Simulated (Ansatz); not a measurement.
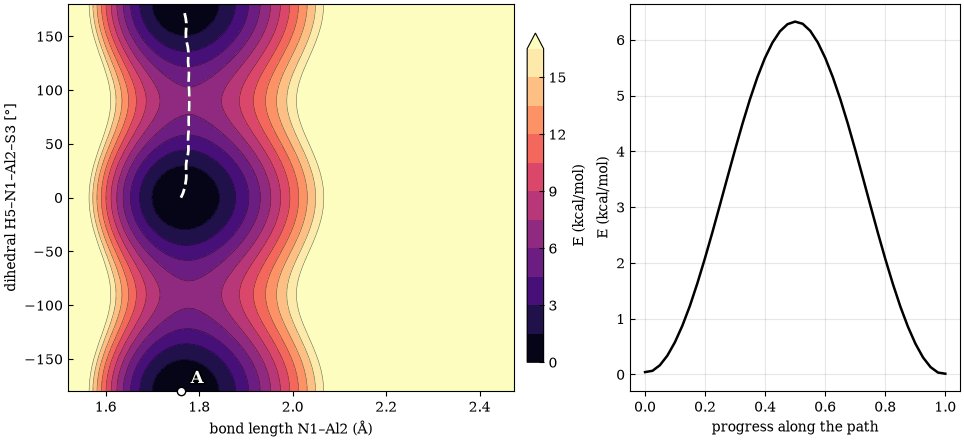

AlFH₃NS, SMILES [NH2][Al]([F])[SH]. The first coordinate is: bond length N1–Al2; the second: dihedral H5–N1–Al2–S3. Nothing is relaxed (all other coordinates rigid). The grid has 15 × 15 points; 218 points were computed and 7 follow by symmetry. Points are written as (first, second). Energies are in kcal/mol, from the relaxed molecule at the same level. These are results of RKS PBE-D4/def2-TZVP in Ansatz, not measurements.

In the figure: filled contours, a line along the lowest path, one colour for all values above the top of the scale, the energy along the path at the right, the start A. Between grid points the surface is interpolated.

Describe the path and its barrier.

Answer. The easiest path leads from the well at about (1.76 Å, −180°) to a well of about the same depth at about (1.76 Å, 0°). Its highest point lies about 6.3 kcal/mol above the bottom of the first well on the interpolated surface, at about (1.78 Å, 90°). The start is the relaxed structure and all else is held, so a fully relaxed path at this level can only be lower.
